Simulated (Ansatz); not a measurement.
## Pressure series in GaAs

The reference is GaAs in the zinc blende structure (space group F-43m, No. 216).

```
CELL_PARAMETERS angstrom
      0.00000     2.80140     2.80140
      2.80140     0.00000     2.80140
      2.80140     2.80140     0.00000
ATOMIC_POSITIONS crystal
  Ga 0.00000 0.00000 0.00000
  As 0.25000 0.25000 0.25000
```

Cell and atoms are relaxed at each pressure.

Level of theory: Kohn–Sham DFT with the LDA functional, run in Ansatz (a program for electronic structure) with PAW and 420 eV plane waves, no spin-orbit coupling.

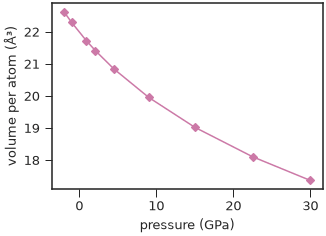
Volume against pressure

Task: Estimate the zero-pressure bulk modulus from the plot.

Result: About 75 GPa; a third-order Birch–Murnaghan fit to the points gives V₀ = 21.99 Å³/atom, B₀ = 75 GPa and B₀′ = 4.5.

Measured bulk modulus of GaAs: 76.7 GPa (static lattice; corrected from measurement; as listed in Daniel Mejia-Rodriguez, S. B. Trickey, Phys. Rev. B (2018)); the computed value is 3 % below it.

Between the base and pressure 4.5 GPa the gap moves from 0.49 eV to 0.90 eV, a mean slope of 92 meV/GPa.

Load acts through the strain it causes; cell and atoms are relaxed under it. Stability against distortions was not tested. Measured, GaAs leaves this structure (for a Cmcm phase) near 15 GPa (room temperature; as listed in arXiv:1906.07825). A zero or small gap of GaAs under pressure −2 GPa can be the functional's error rather than a property of the material.
